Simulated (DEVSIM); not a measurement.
Device: abrupt Si n-p junction, at 300 K.

| layer (left to right) | material | thickness (μm) | Nd (cm⁻³) | Na (cm⁻³) | τn (s) | τp (s) |
|---|---|---|---|---|---|---|
| 1 | Si | 0.120 | 3.3e16 | - | 0.00043 | 0.00043 |
| 2 | Si | 28.0 | - | 2.8e16 | 0.00043 | 0.00043 |

Left contact: ohmic. Right contact: ohmic. Voltage is applied to the left contact. Recombination: SRH at mid-gap. Mobility is μmin + (μ − μmin)/(1 + (N/Nref)^α).

The device is made up for the run: typed textbook-type constants, with dimensions and the other settings drawn at random. Values at 300 K.

```
parameter           Si
-------------  -------
gap (eV)         1.124
affinity (eV)     4.05
permittivity      11.7
Nc (cm⁻³)      2.86e19
Nv (cm⁻³)       3.1e19
μn (cm²/Vs)       1417
μp (cm²/Vs)        470
μn,min              52
μp,min              45
Nref,n          9.7e16
Nref,p          2.2e17
αn                0.68
αp                0.72
```

Model (solved in DEVSIM): 1D drift-diffusion, Boltzmann statistics, complete ionisation; no tunnelling, impact ionisation, image-force lowering or self-heating.

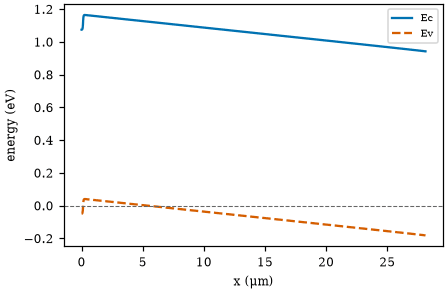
Band edges at -0.9 V on the left contact

Energies count from the Fermi level of the right contact; mesh points crowd at the junctions.

```csv
x (μm),Ec (eV),Ev (eV),n (cm⁻³),p (cm⁻³),field (V/cm)
0.000,1.075,-0.049,3.3e16,3500,160
0.02074,1.075,-0.049,3.2e16,1.9e14,270
0.05195,1.077,-0.047,3.0e16,5.0e14,1100
0.08712,1.087,-0.038,2.1e16,1.1e15,5100
0.1175,1.115,-0.009,7.0e15,3.9e15,15000
0.1385,1.141,0.017,2.5e15,1.1e16,9000
0.1810,1.161,0.037,1.2e15,2.4e16,1800
0.3131,1.164,0.040,9.8e14,2.9e16,-72
0.5300,1.163,0.039,9.8e14,2.9e16,-79
0.9637,1.159,0.035,9.8e14,2.9e16,-79
1.831,1.152,0.028,9.8e14,2.9e16,-79
4.348,1.133,0.009,9.8e14,2.9e16,-79
8.597,1.099,-0.025,9.8e14,2.9e16,-79
16.23,1.038,-0.085,9.5e14,2.9e16,-79
23.48,0.981,-0.143,7.3e14,2.9e16,-80
25.81,0.962,-0.162,4.9e14,2.8e16,-82
26.98,0.952,-0.172,2.9e14,2.8e16,-83
27.56,0.948,-0.176,1.5e14,2.8e16,-84
27.91,0.945,-0.179,6.2e13,2.8e16,-84
28.02,0.944,-0.180,2.8e13,2.8e16,-84
28.08,0.943,-0.181,1.1e13,2.8e16,-85
28.12,0.943,-0.181,4200,2.8e16,-85
```
